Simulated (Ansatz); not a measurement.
# O2F (SMILES [O]OF): levels of theory compared

Wanted: a comparison of 6 runs (UHF/def2-TZVPPD, U-revPBE/def2-TZVPPD, UB3LYP/def2-TZVPPD, UBHLYP/def2-TZVPPD, UPBE/def2-TZVPPD, UPBE0/def2-TZVPPD) of O2F. 

Program for the calculation: Ansatz 0.2.0.

19 further runs of the same task are left out: 19 set aside as unsound or not needed.

## Step 1: Starting point

O2F: 3 atoms, total charge 0, spin state doublet. SMILES: `[O]OF`. The O2–F3 distance was set to 1.573 Å, away from the relaxed value.

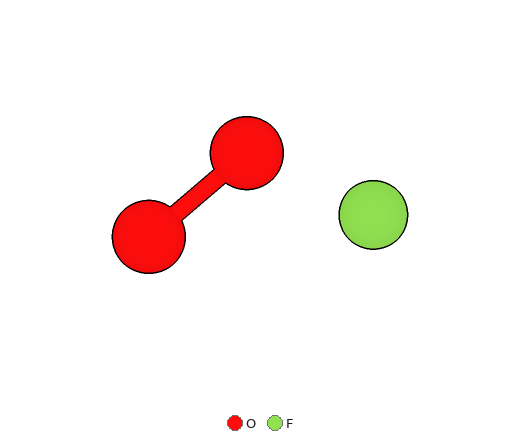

Viewed from a chosen angle; oxygen red, fluorine green.

## Step 2: A single-point energy at UHF/def2-TZVPPD (run 1)

File molecule.yaml:

```yaml
crystal:
  periodic: [false, false, false]
  atoms:
    - {symbol: O, position_ang: [1.053414, -0.414432, 0.535384]}
    - {symbol: O, position_ang: [0.133270, 0.497870, 0.127930]}
    - {symbol: F, position_ang: [-1.066650, -0.202430, -0.610160]}
basis:
  gaussian:
    orbitals: def2-TZVPPD.json
magnetization:
  spin_polarized: true
  initial_magnetization: 1
output: {orbitals: {seedname: orbitals}}
hamiltonian:
  xc: hf
accuracy: high
```

The basis set def2-TZVPPD is read from a file made from the Basis Set Exchange's data (not shown).

Command:

```bash
$ ansatz run molecule.yaml --threads 1 --pin off --max-ram 3480MiB --events-out events.jsonl --progress --plain --runs-dir runs
```

Standard output:

```text
Warning: RAYON_NUM_THREADS=1 ignored (pool sized by the plan → 1); use --threads N
Functional definition: HF
  name "HF"
  exchange = exact_x
  correlation = 0
1830 factors; integrals over basis functions are off by at most 3.7e-9 eV
mean field evaluation 1: about -6770.1365 eV, gradient 3.1e1 eV
mean field evaluation 2: about -6770.1407 eV, gradient 3.1e1 eV
mean field evaluation 4: about -6774.2761 eV, gradient 4.8e0 eV
mean field evaluation 8: about -6775.1391 eV, gradient 1.3e0 eV
mean field evaluation 16: about -6776.0618 eV, gradient 2.3e-1 eV
mean field evaluation 32: about -6775.0117 eV, gradient 2.8e-1 eV
mean field evaluation 64: about -6775.5844 eV, gradient 2.8e0 eV
mean field evaluation 96: about -6775.2714 eV, gradient 4.9e-1 eV
mean field evaluation 128: about -6775.1902 eV, gradient 4.7e-2 eV
mean field evaluation 160: about -6775.1902 eV, gradient 2.0e-7 eV
mean field -6776.06267237 eV, -249.0157102295 hartree, gradient 2.3e-8 eV, S^2 1.389638; 7 other end points of the search recorded, 0 dependent functions left out
reference -6776.06267237 eV, -249.0157102295 hartree; 13, 12 occupied and 107, 108 virtual orbitals, 1830 factors
Total energy: -6776.06267237 eV, -249.0157102295 hartree
```

It took 18 s on 1 thread of Arm Neoverse V1, shared host; peak memory 0.33 GiB.

## Step 3: A single-point energy at U-revPBE/def2-TZVPPD (run 2)

File molecule.yaml:

```yaml
crystal:
  periodic: [false, false, false]
  atoms:
    - {symbol: O, position_ang: [1.053414, -0.414432, 0.535384]}
    - {symbol: O, position_ang: [0.133270, 0.497870, 0.127930]}
    - {symbol: F, position_ang: [-1.066650, -0.202430, -0.610160]}
basis:
  gaussian: {orbitals: def2-TZVPPD.json}
magnetization: {spin_polarized: true, initial_magnetization: 1}
hamiltonian: {xc: {name: revPBE}}
accuracy: high
output: {orbitals: {seedname: orbitals}}
```

The basis set def2-TZVPPD is read from a file made from the Basis Set Exchange's data (not shown).

Command:

```bash
$ ansatz run molecule.yaml --threads 1 --pin off --max-ram 3480MiB --events-out events.jsonl --progress --plain --runs-dir runs
```

Standard output:

```text
Warning: RAYON_NUM_THREADS=1 ignored (pool sized by the plan → 1); use --threads N
Functional definition: revPBE
  name "revPBE"
  parameter kappa = 1.245
  parameter beta = 0.06672455060314922
  exchange = pbe_x(kappa = kappa, mu = beta*pi^2/3)
  correlation = pbe_c(beta = beta)
1830 factors; integrals over basis functions are off by at most 3.7e-9 eV
mean field evaluation 1: about -6803.6979 eV, gradient 2.8e1 eV
mean field evaluation 2: about -6761.4642 eV, gradient 1.1e2 eV
mean field evaluation 4: about -6805.3975 eV, gradient 1.3e1 eV
mean field evaluation 8: about -6806.0128 eV, gradient 2.9e-1 eV
mean field evaluation 16: about -6806.0133 eV, gradient 1.7e-4 eV
mean field -6806.01331801 eV, -250.1163761553 hartree, gradient 5.7e-8 eV, S^2 0.756041; 0 other end points of the search recorded, 0 dependent functions left out
reference -6806.01332348 eV, -250.1163763562 hartree; 13, 12 occupied and 107, 108 virtual orbitals, 1830 factors
Total energy: -6806.01332348 eV, -250.1163763562 hartree
```

Wall time 7.2 s (1 thread of Arm Neoverse V1, shared host); peak memory 0.29 GiB.

Run 3 isn't shown in full; the table further down has it.

## Step 4: The energy at UBHLYP/def2-TZVPPD (run 4)

File in.yaml:

```yaml
crystal:
  periodic: [false, false, false]
  atoms:
    - {symbol: O, position_ang: [1.053414, -0.414432, 0.535384]}
    - {symbol: O, position_ang: [0.133270, 0.497870, 0.127930]}
    - {symbol: F, position_ang: [-1.066650, -0.202430, -0.610160]}
basis:
  gaussian:
    orbitals: def2-TZVPPD.json
magnetization:
  spin_polarized: true
  initial_magnetization: 1
hamiltonian:
  xc: {name: BHLYP}
accuracy: high
output: {orbitals: {seedname: orbitals}}
```

The basis set def2-TZVPPD is read from a file made from the Basis Set Exchange's data (not shown).

Command:

```bash
$ ansatz run in.yaml --threads 1 --pin off --max-ram 3480MiB --events-out events.jsonl --progress --plain --runs-dir runs
```

Standard output:

```text
Warning: RAYON_NUM_THREADS=1 ignored (pool sized by the plan → 1); use --threads N
Functional definition: BHLYP
  name "BHLYP"
  parameter a = 0.5
  exchange = (1 - a)*b88_x + a*exact_x
  correlation = lyp_c
1830 factors; integrals over basis functions are off by at most 3.7e-9 eV
mean field evaluation 1: about -6799.9244 eV, gradient 2.9e1 eV
mean field evaluation 2: about -6791.8751 eV, gradient 6.2e1 eV
mean field evaluation 4: about -6803.0580 eV, gradient 2.1e0 eV
mean field evaluation 8: about -6803.2047 eV, gradient 6.9e-1 eV
mean field evaluation 16: about -6803.0854 eV, gradient 3.2e0 eV
mean field evaluation 32: about -6802.2429 eV, gradient 5.9e0 eV
mean field -6803.28600520 eV, -250.0161492582 hartree, gradient 2.7e-8 eV, S^2 0.985989; 1 other end points of the search recorded, 0 dependent functions left out
reference -6803.28602948 eV, -250.0161501504 hartree; 13, 12 occupied and 107, 108 virtual orbitals, 1830 factors
Total energy: -6803.28602948 eV, -250.0161501504 hartree
```

Wall time 11 s (1 thread of Arm Neoverse V1, shared host); peak memory 0.37 GiB.

Run 5 isn't shown in full; the table further down has it.

## Step 5: The energy at UPBE0/def2-TZVPPD (run 6)

File run.yaml:

```yaml
basis:
  gaussian:
    orbitals: def2-TZVPPD.json
crystal:
  periodic: [false, false, false]
  atoms:
    - symbol: O
      position_ang: [1.053414, -0.414432, 0.535384]
    - symbol: O
      position_ang: [0.133270, 0.497870, 0.127930]
    - symbol: F
      position_ang: [-1.066650, -0.202430, -0.610160]
accuracy: high
hamiltonian:
  xc: pbe0
magnetization:
  spin_polarized: true
  initial_magnetization: 1
output: {orbitals: {seedname: orbitals}}
```

The basis set def2-TZVPPD is read from a file made from the Basis Set Exchange's data (not shown).

Command:

```bash
$ ansatz run run.yaml --threads 1 --pin off --max-ram 3480MiB --events-out events.jsonl --progress --plain --runs-dir runs
```

Standard output:

```text
Warning: RAYON_NUM_THREADS=1 ignored (pool sized by the plan → 1); use --threads N
Functional definition: PBE0
  name "PBE0"
  parameter a = 0.25
  parameter kappa = 0.804
[... 1 set-up line as earlier in the session ...]
  exchange = (1 - a)*pbe_x(kappa = kappa, mu = beta*pi^2/3) + a*exact_x
[... 1 set-up line as earlier in the session ...]
1830 factors; integrals over basis functions are off by at most 3.7e-9 eV
mean field evaluation 1: about -6797.4555 eV, gradient 2.8e1 eV
mean field evaluation 2: about -6783.5233 eV, gradient 7.3e1 eV
mean field evaluation 4: about -6799.9590 eV, gradient 3.4e0 eV
mean field evaluation 8: about -6800.1164 eV, gradient 9.2e-1 eV
mean field evaluation 16: about -6800.1310 eV, gradient 1.8e-2 eV
mean field evaluation 32: about -6800.1310 eV, gradient 3.4e-6 eV
mean field -6800.13096790 eV, -249.9002037761 hartree, gradient 9.8e-8 eV, S^2 0.784227; 2 other end points of the search recorded, 0 dependent functions left out
reference -6800.13097155 eV, -249.9002039103 hartree; 13, 12 occupied and 107, 108 virtual orbitals, 1830 factors
Total energy: -6800.13097155 eV, -249.9002039103 hartree
```

It took 13 s on 1 thread of Arm Neoverse V1, shared host; peak memory 0.37 GiB.

## Step 6: The series

```tsv
run	level	energy (Eh)	HOMO energy (eV)	LUMO energy (eV)	⟨S²⟩	wall time
1	UHF/def2-TZVPPD	-249.015710	-15.65	1.61	1.390	18 s
2	U-revPBE/def2-TZVPPD	-250.116376	-8.17	-6.40	0.756	7.2 s
3	UB3LYP/def2-TZVPPD	-250.157602	-10.23	-5.55	0.773	11 s
4	UBHLYP/def2-TZVPPD	-250.016150	-12.60	-3.24	0.986	11 s
5	UPBE/def2-TZVPPD	-249.949321	-8.24	-6.51	0.756	6.6 s
6	UPBE0/def2-TZVPPD	-249.900204	-10.53	-5.03	0.784	13 s
```

## Step 7: Summary of results

| quantity | value |
| --- | --- |
| run 6: total energy | -249.90020 Eh |
| run 6: HOMO energy (highest over α and β) | -10.53 eV |
| run 6: LUMO energy (lowest over α and β) | -5.03 eV |
| run 6: ⟨S²⟩ | 0.784 |

In words: Totals of different functionals can't be ranked against each other. Spin contamination of the reference: run 1 ⟨S²⟩ = 1.39, run 4 ⟨S²⟩ = 0.99. Where it is this large, the reference is a mixture of spin states, and values that rest on it are in doubt. All runs together took 66 s, the longest 18 s.
